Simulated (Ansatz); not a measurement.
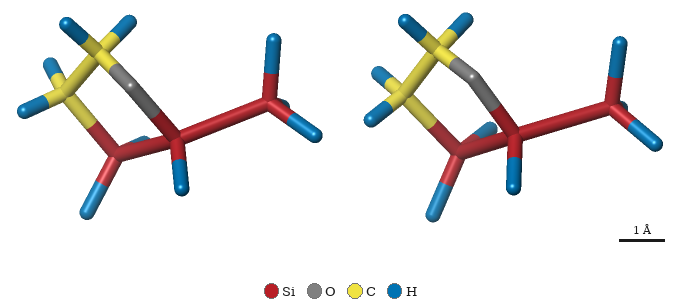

Two geometries of C2H10OSi3, drawn at one scale. One is the start of a relaxation, the other its converged end. The picture is a stick view, seen at a tilt.

Method: RKS PBE0-D4/STO-3G (Ansatz 0.2.0). Settings: no spin polarisation; force threshold 0.015 eV/Å; at most 40 steps.

Question: Which geometry has the lower energy?

Answer: The left one is the relaxed one. The run prepares an end point of a later path (torsion) calculation, from a guessed geometry. The energy falls by 23.0 kcal/mol in 9 geometry steps. Largest force component: 5.1 eV/Å at the start, 0.014 eV/Å at the end. An H atom moves most after the best rigid fit: 0.34 Å. Largest moves by element: H 0.34 Å, O 0.24 Å, Si 0.13 Å, C 0.11 Å. Near-neighbour distances that change, for instance: C–O 1.347 → 1.456 Å, Si–Si 2.326 → 2.242 Å, H–Si 1.511 → 1.444 Å, O–Si 1.691 → 1.746 Å. Among the angles between lasting bonds that change: Si–O–C 117.8° → 108.5°, O–C–H 113.9° → 106.3°, Si–Si–Si 109.3° → 116.1°.

Limits of the set-up: STO-3G is a minimal basis, so the numbers are rough.
